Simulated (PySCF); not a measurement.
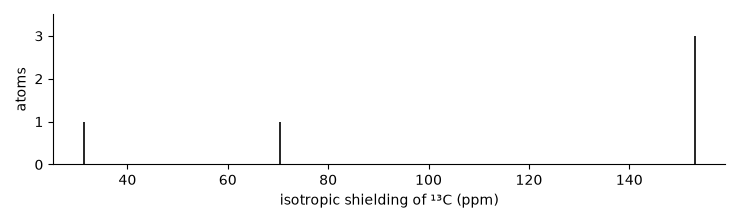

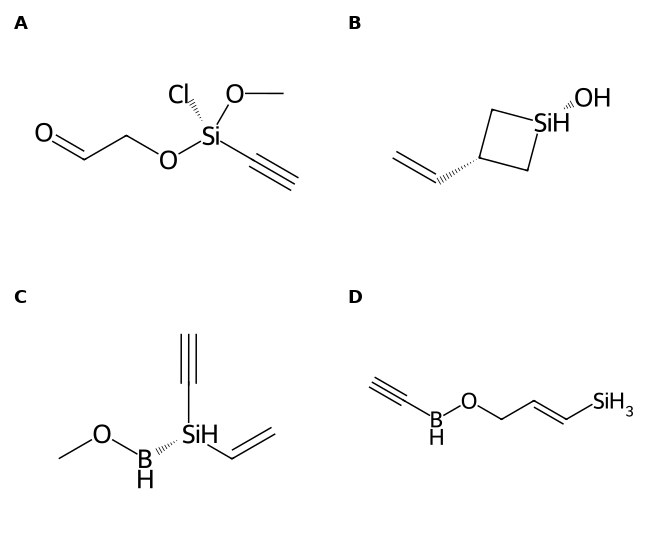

The sticks are computed shieldings of one of the molecules, for one fixed geometry (GFN2-xTB) without averaging over rotations. Low shielding means a high chemical shift. Method: GIAO PBE0/pcSseg-1 NMR shielding, non-relativistic, gas phase (PySCF 2.14.0).

Which molecule gives this pattern?

Answer. B, `C=C[C@H]1C[Si@@H](O)C1`. Its 5 C atoms give lines at 31.3, 70.4, 153.0 (3 atoms) ppm.

The geometry is semi-empirical. Around B, Si such bond lengths and angles can be off by a tenth of an ångström or more and by several degrees, and values that hang on the shape move with them.
